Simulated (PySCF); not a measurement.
# H7P3Si, SMILES `[SiH3]P(P)P`: electronic structure

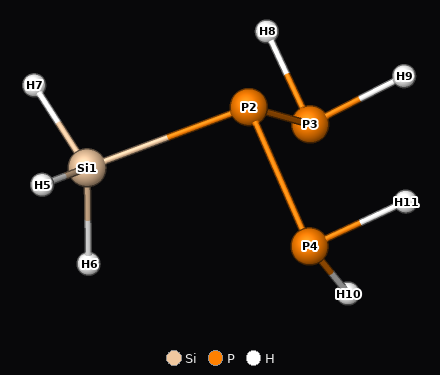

The molecule, with its atoms numbered as below. No frequency check shows the geometry to be a minimum.

Coordinates in Å:

```
Si1      1.9594   -0.0737   -0.1903
P2      -0.0637   -0.0073    0.8066
P3      -1.0265   -1.5779   -0.3382
P4      -0.8056    1.7565   -0.2223
H5       2.6441    1.1415    0.2442
H6       1.8451   -0.1275   -1.6512
H7       2.5995   -1.2914    0.3120
H8      -0.4808   -2.5917    0.4401
H9      -2.1905   -1.5452    0.4290
H10     -1.4100    1.0949   -1.2936
H11     -2.0015    1.7829    0.4926
```

Part 1: Excited states

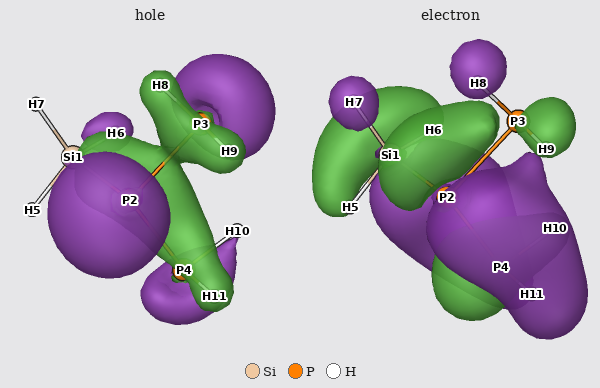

Leading natural transition orbital pair of S₃ (TDA singlet states); the surfaces enclose about 70 % of each orbital's density.

Level of theory: CAM-B3LYP/def2-SVPD (PySCF), at a geometry from GFN2-xTB.

Give its energy and the atoms that hole and electron lie on.

Answer. 5.69 eV (218 nm), f = 0.031; the leading pair carries 98 %; hole on P2 (47 %), P3 (23 %) and P4 (14 %), electron on P2 (25 %), P4 (22 %) and Si1 (18 %); their centroids lie 0.6 Å apart. In canonical orbitals it is mainly HOMO → LUMO+2 (55 %). The HOMO–LUMO gap is 8.27 eV.

Part 2: Removing or adding an electron

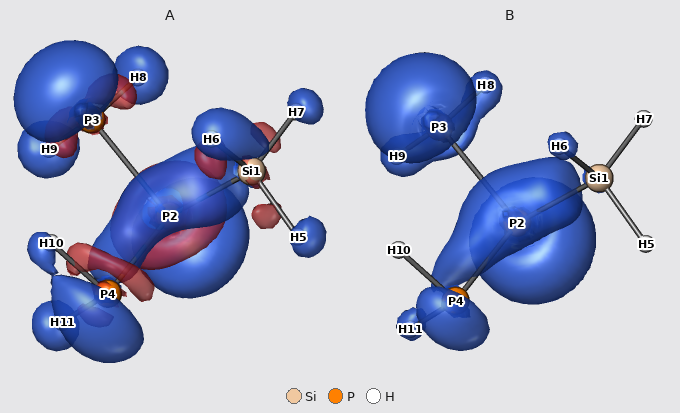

The Fukui function f⁻ from two separate SCF calculations and the density of the HOMO, at ±0.02 e/Å³ (blue positive, red negative).

Method: PBE0/def2-SVPD; geometry: GFN2-xTB; program: PySCF.

Which panel is which, and how good is the frozen-orbital picture?

Answer. A is f⁻ (it has negative regions), B the HOMO density. The HOMO lies on P2 (44 %), P3 (27 %) and P4 (12 %); f⁻ (Hirshfeld-condensed) is largest on P2 (0.26), P3 (0.21) and P4 (0.15); the vertical ionisation energy is 8.37 eV (the stability of the cation's solution wasn't checked). Relaxation shifts 24 % of the electron between atoms. The orbital energy is −6.62 eV.

Part 3: Stretching a bond

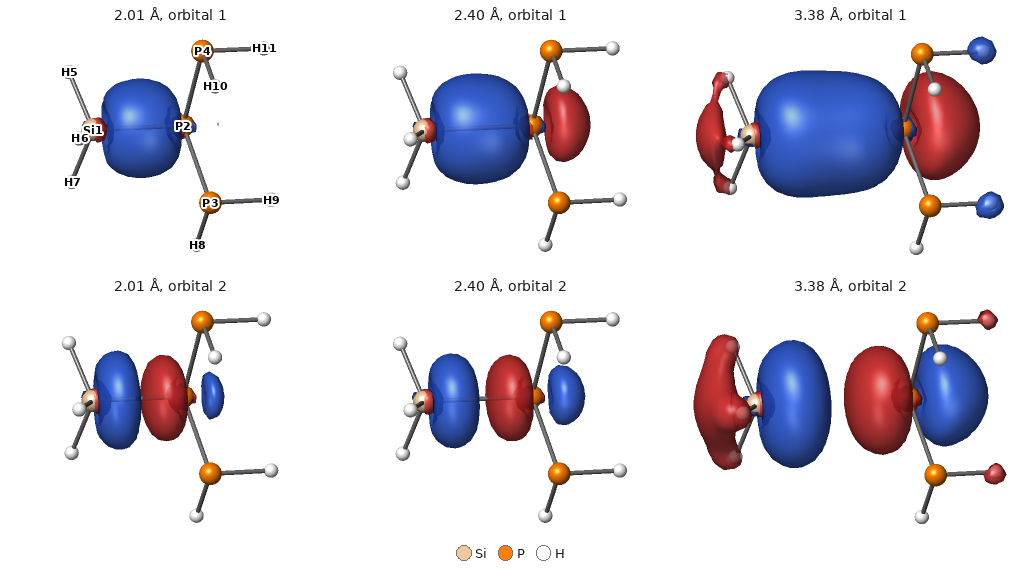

Rigid stretch of the Si1–P2 bond. The two CASSCF(2,2) natural orbitals nearest half filling (orbital 1 the more occupied).

Method: def2-SVP basis; geometry: GFN2-xTB; program: PySCF.

How do the occupations change along the stretch?

Answer. 2.01 Å: 1.99 and 0.01; 2.40 Å: 1.98 and 0.02; 3.38 Å: 1.77 and 0.23. At the longest distance computed (6.10 Å) they are 1.03 and 0.97, and the effective number of unpaired electrons is 2.0.

Where does the UHF solution part from RHF?

Answer. Between 2.62 Å (⟨S²⟩ = 0, the two coincide) and 2.94 Å (⟨S²⟩ = 0.13); at 6.10 Å ⟨S²⟩ is 1.02 and UHF lies 3.9 eV below RHF.

How much energy does the stretch cost?

Answer. By CASSCF, 2.5 eV from the lowest point of the scan (2.40 Å) to 6.10 Å; RHF gives 5.9 eV from its own lowest point. The fragments aren't relaxed and dynamic correlation is missing, so this isn't a bond dissociation energy.

The PySCF runs shown took 11 min, 2.2 min and 13 min on 1 thread of Arm Neoverse V2, on a shared host.
